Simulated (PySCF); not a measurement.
**CHClFNSi (SMILES FC1=N[SiH]1Cl): CCSD(T)/STO-3G**

What is the vertical singlet–triplet gap of CHClFNSi at CCSD(T)/STO-3G? Input form: a Python script.

The calculation is run with PySCF 2.14.0.

## 1. Starting point

The species is CHClFNSi (6 atoms), meant as a singlet with charge 0. SMILES: `FC1=N[SiH]1Cl`. Geometry: relaxed at PBE0-D4/def2-TZVP.

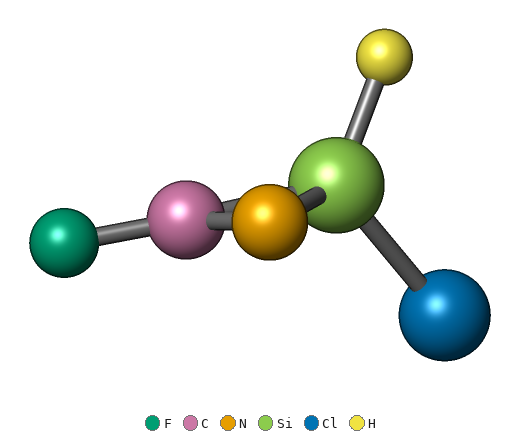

The structure, seen from a chosen angle (fluorine teal, carbon pink, nitrogen amber, silicon green, chlorine blue, hydrogen yellow).

## 2. The energy at CCSD(T)/STO-3G

File job.py:

```python
# FC1=N[SiH]1Cl
from pyscf import gto, cc

molecule = gto.M(
    atom='''
F      0.299144    -4.311032    -1.206968
C      0.409315    -1.972307    -0.400811
N      2.343827    -0.740206     0.304246
Si    -0.442007     1.120986     0.443708
Cl    -0.993429     3.912111    -2.109879
H     -1.537481     1.869695     2.882588
''',
    spin=0,
    basis='sto-3g',
    max_memory=1860,
    unit='bohr',
    verbose=3,
)

myscf = molecule.RHF()
myscf.conv_tol = 1e-10
myscf.kernel()
if not myscf.converged:
    myscf = myscf.newton().run(myscf.mo_coeff, myscf.mo_occ)

mycc = cc.CCSD(myscf, frozen=13)
mycc.kernel()
e_t = mycc.ccsd_t()
energy = mycc.e_tot + e_t
print('Final energy', energy)
```

The run is started by

```bash
$ OMP_NUM_THREADS=1 python job.py
```

Standard output:

```text
converged SCF energy = -929.910974878736
E(CCSD) = -930.1306789752661  E_corr = -0.2197040965298593
CCSD(T) correction = -0.0072931991668378
Final energy -930.1379721744329
```

It took 1.1 s on 1 thread of Arm Neoverse V1, shared host; peak memory 0.12 GiB.

## 3. The triplet

File job.py:

```python
from pyscf import gto, scf, cc

mol = gto.M(
    atom=[
    ('F', (0.158300, -2.281300, -0.638700)),
    ('C', (0.216600, -1.043700, -0.212100)),
    ('N', (1.240300, -0.391700, 0.161000)),
    ('Si', (-0.233900, 0.593200, 0.234800)),
    ('Cl', (-0.525700, 2.070200, -1.116500)),
    ('H', (-0.813600, 0.989400, 1.525400)),
],
    basis='sto-3g',
    max_memory=1860,
    charge=0,
    verbose=3,
    spin=2,
)

mf = scf.UHF(mol)
mf.conv_tol = 1e-10
mf.kernel()
if not mf.converged:
    mf = mf.newton().run(mf.mo_coeff, mf.mo_occ)

mycc = cc.CCSD(mf, frozen=13)
mycc.kernel()
e_t = mycc.ccsd_t()
e_tot = mycc.e_tot + e_t
print('E = %.10f Eh' % e_tot)
```

The run is started by

```bash
$ OMP_NUM_THREADS=1 python job.py
```

Standard output:

```text
WARN: HOMO 0.097221140570702 >= LUMO -0.215180175861682

converged SCF energy = -929.775761882016  <S^2> = 2.0199914  2S+1 = 3.0132981
E(UCCSD) = -929.9475378890376  E_corr = -0.1717760070218671
UCCSD(T) correction = -0.00611199417089096
E = -929.9536498832 Eh
```

Run time: 2 s. Hardware: 1 thread of Arm Neoverse V1, shared host; peak memory 0.11 GiB.

## 4. Summary of results

Level: CCSD(T)/STO-3G, 13 core orbitals frozen.

```
                                                           quantity          value
                                              singlet: total energy  -930.13797 Eh
                      singlet: dipole moment (Hartree–Fock density)         2.69 D
                       singlet: HOMO energy (Hartree–Fock orbitals)       -7.92 eV
                       singlet: LUMO energy (Hartree–Fock orbitals)        7.41 eV
                     singlet: HOMO–LUMO gap (Hartree–Fock orbitals)       15.34 eV
              singlet: correlation energy (13 core orbitals frozen)     -227.0 mEh
                                            singlet: (T) correction      -7.29 mEh
                                             singlet: T1 diagnostic          0.011
                                              triplet: total energy  -929.95365 Eh
                      triplet: dipole moment (Hartree–Fock density)         2.55 D
triplet: HOMO energy (Hartree–Fock orbitals) (highest over α and β)       -4.33 eV
 triplet: LUMO energy (Hartree–Fock orbitals) (lowest over α and β)        3.69 eV
              triplet: correlation energy (13 core orbitals frozen)     -177.9 mEh
                                            triplet: (T) correction      -6.11 mEh
                         triplet: ⟨S²⟩ of the reference determinant          2.020
                                             triplet: T1 diagnostic          0.023
                   vertical energy of the triplet above the singlet       5.016 eV
```

At this shape the triplet lies 5.02 eV (484 kJ/mol) above the singlet. In a minimal basis such a difference can be off by several eV, whatever the method. The triples (singlet) make up 3.2 % of the correlation energy. The triples (triplet) make up 3.4 % of the correlation energy.
